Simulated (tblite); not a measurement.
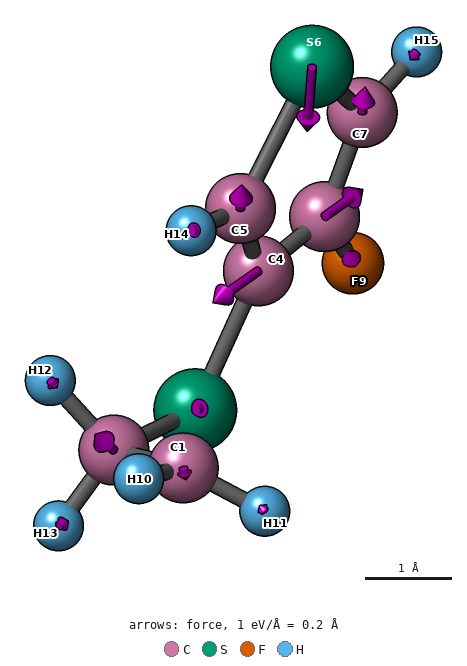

Starting geometry of C₆H₆FS₂ (multiplicity 2) with the computed forces as purple arrows. The picture is a ball-and-stick view, seen from a free direction.

All numbers below come from GFN2-xTB geometry optimisation, gas phase (tblite). 

Q: What follows when this structure is relaxed?

A: It isn't relaxed: the largest force vector, on an S atom, is 5.16 eV/Å. The final displacements have little in common with the starting forces (cosine between the two patterns 0.13). After 131 geometry steps the energy has fallen by 1.252 eV. The largest move after the best rigid fit is that of an H atom, 1.53 Å. Largest moves by element: H 1.53 Å, F 0.39 Å, C 0.38 Å, S 0.36 Å. Some distances before and after: C–S 1.782 → 1.964 Å, C–S 1.880 → 1.716 Å, C–C 1.346 → 1.427 Å, C–C 1.483 → 1.418 Å. Among the angles between lasting bonds that change: S–C–H 112.8° → 98.8°, C–S–C 81.2° → 91.6°, C–C–H 106.9° → 116.5°. Groups turn about C–S by about 25°.
